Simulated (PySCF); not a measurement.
**C$_{4}$H$_{14}$GeSi (SMILES [H][Ge]([H])([CH3])[Si](C)(C)C): density, localisation and related maps**

```json
{"atom": "Ge", "x (Å)": "1.0550", "y (Å)": "1.2585", "z (Å)": "0.7345"}
{"atom": "H", "x (Å)": "1.1048", "y (Å)": "1.2963", "z (Å)": "2.2819"}
{"atom": "H", "x (Å)": "2.5232", "y (Å)": "1.2863", "z (Å)": "0.2454"}
{"atom": "C", "x (Å)": "0.1559", "y (Å)": "2.8859", "z (Å)": "0.0991"}
{"atom": "H", "x (Å)": "0.6821", "y (Å)": "3.7851", "z (Å)": "0.4491"}
{"atom": "H", "x (Å)": "-0.8781", "y (Å)": "2.9199", "z (Å)": "0.4725"}
{"atom": "H", "x (Å)": "0.1302", "y (Å)": "2.9029", "z (Å)": "-1.0003"}
{"atom": "Si", "x (Å)": "-0.0574", "y (Å)": "-0.7123", "z (Å)": "-0.0279"}
{"atom": "C", "x (Å)": "-1.8596", "y (Å)": "-0.6464", "z (Å)": "0.5287"}
{"atom": "C", "x (Å)": "0.0158", "y (Å)": "-0.7694", "z (Å)": "-1.9131"}
{"atom": "C", "x (Å)": "0.7753", "y (Å)": "-2.2428", "z (Å)": "0.6924"}
{"atom": "H", "x (Å)": "-2.4039", "y (Å)": "-1.5464", "z (Å)": "0.1988"}
{"atom": "H", "x (Å)": "-2.3736", "y (Å)": "0.2326", "z (Å)": "0.1086"}
{"atom": "H", "x (Å)": "-1.9343", "y (Å)": "-0.5895", "z (Å)": "1.6260"}
{"atom": "H", "x (Å)": "-0.4986", "y (Å)": "0.0971", "z (Å)": "-2.3575"}
{"atom": "H", "x (Å)": "1.0565", "y (Å)": "-0.7678", "z (Å)": "-2.2730"}
{"atom": "H", "x (Å)": "-0.4727", "y (Å)": "-1.6821", "z (Å)": "-2.2921"}
{"atom": "H", "x (Å)": "1.8321", "y (Å)": "-2.3020", "z (Å)": "0.3886"}
{"atom": "H", "x (Å)": "0.7399", "y (Å)": "-2.2332", "z (Å)": "1.7928"}
{"atom": "H", "x (Å)": "0.2698", "y (Å)": "-3.1587", "z (Å)": "0.3448"}
```

Geometry: PBE0-D3(BJ)/def2-SVP.

The calculation used PySCF 2.14.0, B3LYP/def2-SVPD, SCF density, gas phase.

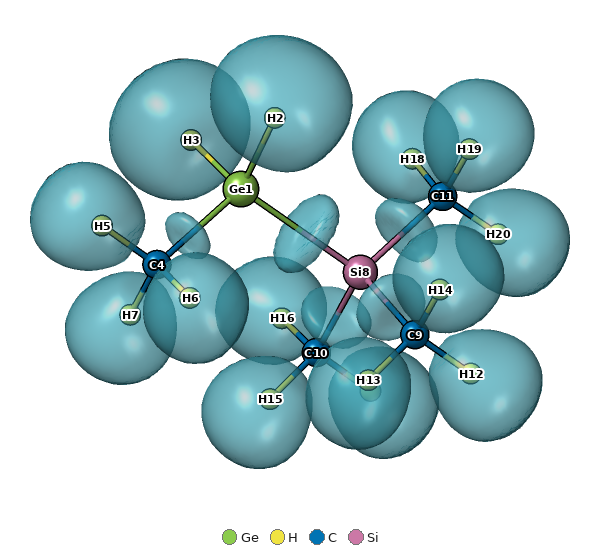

Figure 1. Isosurface of the ELF at 0.85 (cyan), seen at a tilt. Core shells and regions of very low density are left out.

What do the ELF domains correspond to?

Answer. The surface consists of three regions between bonded C–Si atoms (shared pairs), one region between bonded Ge–Si atoms (shared pairs), 14 regions around hydrogen nuclei and one lobe of the valence shell of C pointing towards Ge (polar bonds). Along the contacts the grid gives the following. C–Si (1.89 Å): the ELF peaks at about 0.95 between the atoms (a covalent bond). C–Ge (1.96 Å): the ELF peaks at about 0.95 in the valence shell of C, 0.7 Å from its nucleus, and is about 0.70 at the midpoint.

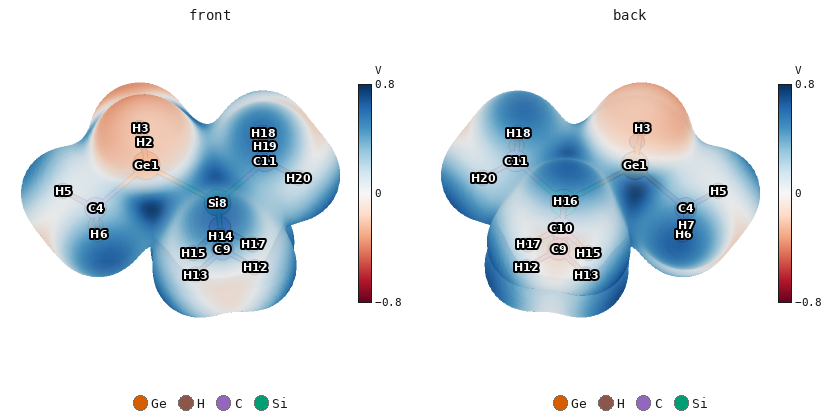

Figure 2. The molecular electrostatic potential painted on the density surface at 0.002 e/bohr³, seen from the front and from behind; red is negative and blue positive.

Describe the electrostatic potential map.

Answer. The most negative region (about −0.3 V) lies over H2 and H3, the most positive (about +0.8 V) over Ge1 and Si8.

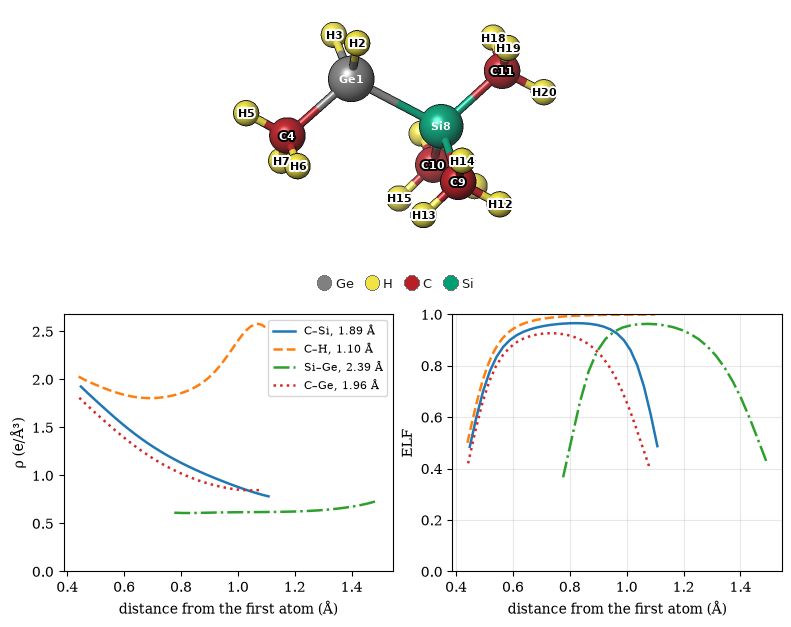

Figure 3. Electron density and electron localisation function along straight lines between neighbouring atoms. The curves leave out the atomic cores. The structure is drawn too.

What can be read from the curves?

Answer. C–Si (1.89 Å): the density is about 0.94 e/Å³ at the midpoint; the ELF peaks at about 0.95 between the atoms; a shared electron pair.
C–H (1.10 Å): the density is about 1.9 e/Å³ at the midpoint; the ELF climbs to about 1 towards the hydrogen, as it does in any bond to H (an ordinary covalent bond to hydrogen).
Si–Ge (2.39 Å): the density is about 0.62 e/Å³ at the midpoint; the ELF peaks at about 0.95 between the atoms; a shared electron pair.
C–Ge (1.96 Å): ρ is about 0.86 e/Å³ halfway; the ELF peaks at about 0.95 in the valence shell of C, 0.7 Å from its nucleus, and is about 0.70 at the midpoint.
